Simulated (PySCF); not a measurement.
**Two runs on CHClF4Si**

System: CHClF4Si.
Method of the first run: TDDFT PBE0/def2-SVP, vertical, gas phase, core orbitals frozen in the response (PySCF 2.14.0).

The geometry comes from this level: PBE0-D3(BJ)/def2-SVP. Text and figures count atoms from 1; the logs count them from 0 in places.

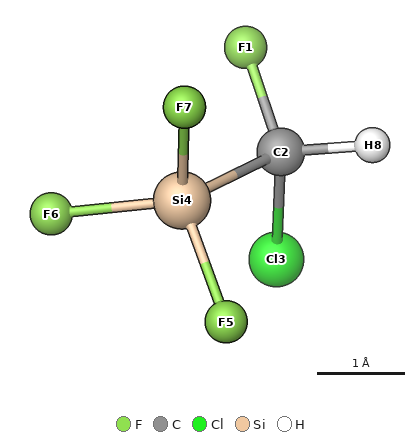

**Figure 1.** The structure as given in the input (ball-and-stick view, seen at a tilt; atoms are numbered from 1 in the order of the input). Bond lengths as drawn: C–Cl 1.78 Å, C–F 1.36 Å, C–H 1.10 Å, C–Si 1.88 Å and F–Si 1.59 to 1.60 Å.

**The input, the first run**
```
{"job": {"kind": "uv", "xc": "PBE0", "basis": "def2-SVP"}, "charge": 0, "multiplicity": 1}
F     -0.571292     1.233410    -0.582087
C     -0.751895     0.231655     0.314090
Cl     0.420595    -1.080284     0.031628
Si    -2.481571    -0.488666     0.143076
F     -2.698215    -1.639460     1.227629
F     -2.722300    -1.085327    -1.315012
F     -3.570368     0.650637     0.407587
H     -0.551565     0.617053     1.327325
```

The first line tells a small driver script what to run in PySCF; the rest is the geometry in Å.

Command:
```bash
OMP_NUM_THREADS=1 python <driver script> task.json out
```

Hardware: 1 CPU thread, shared host.

**Output (the first run)**
```
coarse grid: 9304 points
cycle   1  E = -1186.3615850804  dE =  8.012e-01  |g| = 1.000e+00  |ddm| = 3.069e+00
cycle   2  E = -1186.1194584195  dE =  2.421e-01  |g| = 1.566e+00  |ddm| = 1.785e+00
cycle   3  E = -1186.5395663746  dE = -4.201e-01  |g| = 5.483e-02  |ddm| = 1.090e+00
cycle   4  E = -1186.5399936937  dE = -4.273e-04  |g| = 3.651e-02  |ddm| = 7.911e-02
cycle   5  E = -1186.5402685829  dE = -2.749e-04  |g| = 7.352e-03  |ddm| = 3.162e-02
cycle   6  E = -1186.5402779244  dE = -9.341e-06  |g| = 1.434e-03  |ddm| = 7.506e-03
final grid: 86672 points
cycle   7  E = -1186.6741390388  dE = -1.686e-05  |g| = 5.163e-03  |ddm| = 1.169e-02
cycle   8  E = -1186.6741339116  dE =  5.127e-06  |g| = 7.535e-03  |ddm| = 8.873e-03
cycle   9  E = -1186.6741442004  dE = -1.029e-05  |g| = 3.986e-04  |ddm| = 4.992e-03
cycle  10  E = -1186.6741442354  dE = -3.497e-08  |g| = 9.292e-05  |ddm| = 5.854e-04
cycle  11  E = -1186.6741442367  dE = -1.268e-09  |g| = 4.705e-05  |ddm| = 9.765e-05
cycle  12  E = -1186.6741442370  dE = -3.690e-10  |g| = 6.989e-06  |ddm| = 3.593e-05
converged SCF energy = -1186.6741442370

Static polarisability (au): isotropic 35.681, principal 30.376 32.795 43.873

Singlet excitations
state   eV       nm        f      main configurations
  1   7.3032    169.8   0.01069   H->L 0.95
  2   8.0396    154.2   0.00758   H-1->L 0.93
  3   8.1424    152.3   0.01543   H->L+1 0.94
  4   8.6323    143.6   0.00880   H->L+2 0.95
  5   9.0063    137.7   0.00237   H-1->L+1 0.80, H-2->L 0.16
  6   9.3462    132.7   0.03334   H-2->L 0.50, H-1->L+2 0.25, H-3->L 0.13
  7   9.4855    130.7   0.00425   H-1->L+2 0.66, H-3->L 0.20, H-2->L 0.11
  8   9.8174    126.3   0.00700   H-2->L+1 0.73, H->L+3 0.19
  9   9.8652    125.7   0.01632   H->L+3 0.71, H-2->L+1 0.13, H-3->L 0.10
 10  10.1688    121.9   0.10076   H-3->L+1 0.31, H-3->L 0.24, H->L+4 0.19

Triplet excitations (Tamm-Dancoff, eV): 6.4619 7.1649 7.5416 8.2133
```

The input of the second run differs as follows (lines with − go, lines with + come):
```diff
-"basis": "def2-SVP"
+"basis": "6-31G*"
```

How does the second run compare with the first run?

The total energy of the second run is 336.3 kcal/mol lower, which measures the change of basis and not a stability. The LUMO goes from 0.05 to −0.13 eV. The dipole moment goes from 1.51 to 1.48 D. The lowest excitation goes from 7.30 to 7.12 eV. The number of SCF iterations is the same. The basis functions go from 111 to 108.

**Output (the second run)**
```
coarse grid: 9304 points
cycle   1  E = -1187.0429661646  dE =  8.569e-01  |g| = 1.010e+00  |ddm| = 2.826e+00
cycle   2  E = -1186.8011987152  dE =  2.418e-01  |g| = 1.580e+00  |ddm| = 1.689e+00
cycle   3  E = -1187.2216666042  dE = -4.205e-01  |g| = 5.426e-02  |ddm| = 1.025e+00
cycle   4  E = -1187.2221109443  dE = -4.443e-04  |g| = 3.711e-02  |ddm| = 7.702e-02
cycle   5  E = -1187.2223907880  dE = -2.798e-04  |g| = 7.369e-03  |ddm| = 2.859e-02
cycle   6  E = -1187.2224007759  dE = -9.988e-06  |g| = 1.423e-03  |ddm| = 7.641e-03
final grid: 86672 points
cycle   7  E = -1187.2101148481  dE = -1.666e-05  |g| = 6.192e-03  |ddm| = 1.204e-02
cycle   8  E = -1187.2101069055  dE =  7.943e-06  |g| = 9.254e-03  |ddm| = 9.699e-03
cycle   9  E = -1187.2101221839  dE = -1.528e-05  |g| = 3.614e-04  |ddm| = 5.584e-03
cycle  10  E = -1187.2101222170  dE = -3.308e-08  |g| = 9.256e-05  |ddm| = 5.614e-04
cycle  11  E = -1187.2101222185  dE = -1.534e-09  |g| = 4.415e-05  |ddm| = 1.069e-04
cycle  12  E = -1187.2101222188  dE = -3.097e-10  |g| = 9.415e-06  |ddm| = 3.102e-05
converged SCF energy = -1187.2101222188

Static polarisability (au): isotropic 37.395, principal 31.508 34.113 46.563

Singlet excitations
state   eV       nm        f      main configurations
  1   7.1158    174.2   0.01091   H->L 0.97
  2   7.8532    157.9   0.00395   H-1->L 0.97
  3   8.1982    151.2   0.01442   H->L+1 0.97
  4   8.7087    142.4   0.01869   H->L+2 0.93
  5   8.9609    138.4   0.01308   H-2->L 0.57, H-1->L+1 0.37
  6   9.1936    134.9   0.02088   H-1->L+1 0.45, H-3->L 0.35, H-2->L 0.18
  7   9.5351    130.0   0.01323   H-1->L+2 0.88
  8   9.7858    126.7   0.00598   H-2->L+1 0.93
  9   9.8638    125.7   0.01892   H->L+3 0.68, H-3->L 0.15
 10  10.1650    122.0   0.18321   H-3->L+1 0.35, H->L+3 0.21, H-3->L 0.19

Triplet excitations (Tamm-Dancoff, eV): 6.2812 6.9638 7.5896 8.0210
```

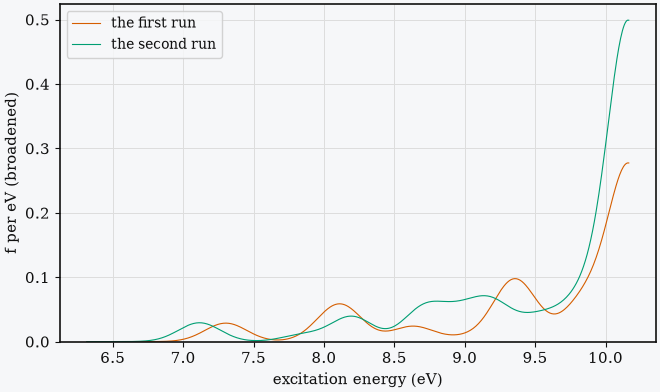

**Figure 2.** Absorption of the two runs from their computed states, each broadened by a Gaussian of 0.35 eV full width; the range ends where the shorter list of states ends.

**The two runs side by side**

```csv
quantity,the first run,the second run
outcome,converged,converged
total energy (hartree),−1186.674144,−1187.210122
HOMO (eV),−8.96,−8.96
LUMO (eV),0.05,−0.13
dipole moment (D),1.51,1.48
lowest excitation (eV),7.30,7.12
SCF iterations,12,12
strongest computed line (eV),10.17,10.16
basis functions,111,108
wall time (shared host),18 s,18 s
```
